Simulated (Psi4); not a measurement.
# wB97M-V/6-31G(d) (spherical functions) run of C2F6 (hexafluoroethane)

Aim: the energy change on altering one bond length of C2F6 (hexafluoroethane) at wB97M-V/6-31G* (spherical functions), from 2 runs. 

The results are computed with Psi4 1.11.

1 further run of the same task is left out (set aside as unsound or not needed).

## Step 1: The molecule

The species is C2F6 (8 atoms), meant as a singlet with charge 0. As SMILES, `FC(F)(F)C(F)(F)F`. Geometry: relaxed at PBE0-D4/def2-TZVP.

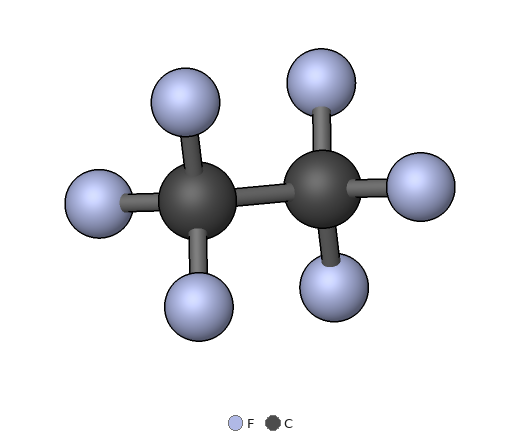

Viewed from a chosen angle; fluorine light blue, carbon dark grey.

## Step 2: The energy at wB97M-V/6-31G(d) (spherical functions)

The input, c2f6.dat:

```
memory 2.2 GB

molecule {
  0 1
  F      1.065570    -0.767260     1.152000
  C      0.662650    -0.397300    -0.054910
  F      1.596070     0.361280    -0.610920
  F      0.478560    -1.476610    -0.801220
  C     -0.662670     0.397270     0.054890
  F     -0.477000     1.479670     0.796360
  F     -1.068680     0.762200    -1.152500
  F     -1.594500    -0.359250     0.616310
  units angstrom
  symmetry c1
}

set {
  basis 6-31G*
  reference rks
  puream true
  e_convergence 1e-09
  d_convergence 1e-08
  scf_type pk
  dft_radial_points 99
  dft_spherical_points 590
}

result, w = energy('wb97m-v', return_wfn=True)
```

The run is started by

```bash
psi4 c2f6.dat c2f6.out -n 1
```

c2f6.out:

```text
[...]
  Running in c1 symmetry.
[...]
  Nuclear repulsion =  464.042411859137815
[...]
  Multiplicity = 1
[...]
  Nalpha       = 33
  Nbeta        = 33
[...]
    Number of basis functions: 112
[...]
   @RKS iter   1:  -674.95114670344321   -2.17936e-01   6.05886e-03 ADIIS/DIIS
[...]
   @RKS iter  11:  -675.11109269572523   -1.36424e-12   4.52607e-10 DIIS
[...]
    Orbital Energies [Eh]
    ---------------------
    Doubly Occupied:
       1A    -24.971815     2A    -24.971812     3A    -24.971802
       4A    -24.971798     5A    -24.971776     6A    -24.971773
       7A    -10.630685     8A    -10.630590     9A     -1.488032
      10A     -1.464423    11A     -1.390745    12A     -1.390740
      13A     -1.380076    14A     -1.380071    15A     -0.915210
      16A     -0.816526    17A     -0.763374    18A     -0.744343
      19A     -0.744341    20A     -0.712560    21A     -0.712559
      22A     -0.618051    23A     -0.602829    24A     -0.602828
      25A     -0.592567    26A     -0.592567    27A     -0.571636
      28A     -0.571633    29A     -0.546266    30A     -0.546264
      31A     -0.540095    32A     -0.532799    33A     -0.481965
[...]
  @RKS Final Energy:  -675.11109269572523
   => Energetics <=
    Nuclear Repulsion Energy =            464.0424118591378146
    One-Electron Energy =               -1860.7626383854390042
    Two-Electron Energy =                 775.5081604313830894
    DFT Exchange-Correlation Energy =     -54.1667312779639687
    Empirical Dispersion Energy =           0.0000000000000000
    VV10 Nonlocal Energy =                  0.2677046771569593
    Total Energy =                       -675.1110926957252332
[...]
 Multipole Moments:
 ------------------------------------------------------------------------------------
     Multipole            Electronic (a.u.)      Nuclear  (a.u.)        Total (a.u.)
 ------------------------------------------------------------------------------------
 L = 1.  Multiply by 2.5417464519 to convert [e a0] to [Debye]
 Dipole X            :         -0.0000388           -0.0000131           -0.0000519
 Dipole Y            :         -0.0000531           -0.0000197           -0.0000727
 Dipole Z            :         -0.0000461           -0.0000148           -0.0000608
 Magnitude           :                                                    0.0001081
[...]
```

Run time: 93 s. Hardware: 1 thread of Intel Xeon 6975P-C (Granite Rapids), shared host; peak memory 1.1 GiB.

## Step 3: The distorted shape

The input, job.json:

```json
{
 "schema_name": "qcschema_input",
 "schema_version": 1,
 "molecule": {
  "schema_name": "qcschema_molecule",
  "schema_version": 2,
  "symbols": ["F", "C", "F", "F", "C", "F", "F", "F"],
  "geometry": [2.18757909, -0.43009033, 2.88214037, 1.42617064, 0.26903275, 0.60141101, 3.1900788, 1.70254119, -0.44929561, 0.90434733, -2.79038849, -1.51408637, -1.07832119, 1.77055244, 0.80890294, -0.72745574, 3.81599199, 2.21007817, -1.84556889, 2.46017019, -1.47273349, -2.83922469, 0.34093683, 1.86983298],
  "molecular_charge": 0,
  "molecular_multiplicity": 1,
  "fix_symmetry": "c1",
  "fix_com": true,
  "fix_orientation": true
 },
 "driver": "energy",
 "model": {
  "method": "wb97m-v",
  "basis": "6-31G*"
 },
 "keywords": {
  "puream": true,
  "e_convergence": 1e-09,
  "d_convergence": 1e-08,
  "scf_type": "pk",
  "dft_radial_points": 99,
  "dft_spherical_points": 590
 }
}
```

The run is started by

```bash
psi4 --qcschema job.json -n 1 --memory 2200MB
```

stdout:

```text
[...]
  Running in c1 symmetry.
[...]
  Nuclear repulsion =  440.564125375084018
[...]
  Multiplicity = 1
[...]
  Nalpha       = 33
  Nbeta        = 33
[...]
    Number of basis functions: 112
[...]
   @RKS iter   1:  -674.71956427653765   -5.70976e-01   7.26624e-03 DIIS/ADIIS
[...]
   @RKS iter  14:  -674.99448276491569   -4.54747e-11   9.87116e-09 DIIS
[...]
    Orbital Energies [Eh]
    ---------------------
    Doubly Occupied:
       1A    -25.022751     2A    -25.022731     3A    -24.998067
       4A    -24.985991     5A    -24.985911     6A    -24.871845
       7A    -10.666028     8A    -10.662862     9A     -1.502376
      10A     -1.480163    11A     -1.425254    12A     -1.406142
      13A     -1.398175    14A     -1.208187    15A     -0.941002
      16A     -0.834111    17A     -0.774662    18A     -0.761636
      19A     -0.752389    20A     -0.728220    21A     -0.692896
      22A     -0.642378    23A     -0.617711    24A     -0.611799
      25A     -0.611588    26A     -0.592932    27A     -0.578288
      28A     -0.568626    29A     -0.551748    30A     -0.540936
      31A     -0.467586    32A     -0.452749    33A     -0.452686
[...]
  @RKS Final Energy:  -674.99448276491569
   => Energetics <=
    Nuclear Repulsion Energy =            440.5641253750840178
    One-Electron Energy =               -1813.6426306165330971
    Two-Electron Energy =                 751.8086623938118009
    DFT Exchange-Correlation Energy =     -53.9941459656084533
    Empirical Dispersion Energy =           0.0000000000000000
    VV10 Nonlocal Energy =                  0.2695060483299289
    Total Energy =                       -674.9944827649156878
[...]
 Multipole Moments:
 ------------------------------------------------------------------------------------
     Multipole            Electronic (a.u.)      Nuclear  (a.u.)        Total (a.u.)
 ------------------------------------------------------------------------------------
 L = 1.  Multiply by 2.5417464519 to convert [e a0] to [Debye]
 Dipole X            :         -9.7940260            9.9148998            0.1208738
 Dipole Y            :        -57.2984139           58.1299636            0.8315497
 Dipole Z            :        -39.6267006           40.1953081            0.5686076
 Magnitude           :                                                    1.0145935
[...]
```

The result, in JSON:

```text
{
 "driver": "energy",
 "model": {
  "method": "wb97m-v",
  "basis": "6-31G*"
 },
 "success": true,
 "return_result": -674.9944827649157,
 "properties": {
  "calcinfo_nbasis": 112,
  "calcinfo_nmo": 112,
  "calcinfo_nalpha": 33,
  "calcinfo_nbeta": 33,
  "calcinfo_natom": 8,
  "nuclear_repulsion_energy": 440.564125375084,
  "return_energy": -674.9944827649157,
  "scf_one_electron_energy": -1813.642630616533,
  "scf_two_electron_energy": 751.8086623938118,
  "scf_vv10_energy": 0.26950604832992886,
  "scf_xc_energy": -53.99414596560845,
  "scf_dipole_moment": [0.12087379713035773, 0.8315496575640822, 0.568607589771787],
  "scf_total_energy": -674.9944827649157,
  "scf_iterations": 14
 }
}
```

Run time: 1.9 min. Hardware: 1 thread of Intel Xeon 6975P-C (Granite Rapids), shared host; peak memory 1.1 GiB.

## Step 4: What came out

Level: wB97M-V/6-31G* (spherical functions).

| quantity | value |
| --- | --- |
| first shape: total energy | -675.11109 Eh |
| first shape: dipole moment | 0.00 D |
| first shape: HOMO energy | -13.11 eV |
| first shape: LUMO energy | 5.45 eV |
| first shape: HOMO–LUMO gap | 18.57 eV |
| distorted shape: total energy | -674.99448 Eh |
| distorted shape: dipole moment | 2.58 D |
| distorted shape: HOMO energy | -12.32 eV |
| distorted shape: LUMO energy | -0.94 eV |
| distorted shape: HOMO–LUMO gap | 11.38 eV |
| energy change with the C2–F4 bond stretched from 1.325 to 1.988 Å | 3.173 eV |

With the C2–F4 bond stretched from 1.325 to 1.988 Å the energy rises by 3.17 eV (73 kcal/mol). The first shape isn't relaxed at this level, so the change isn't measured from a minimum.
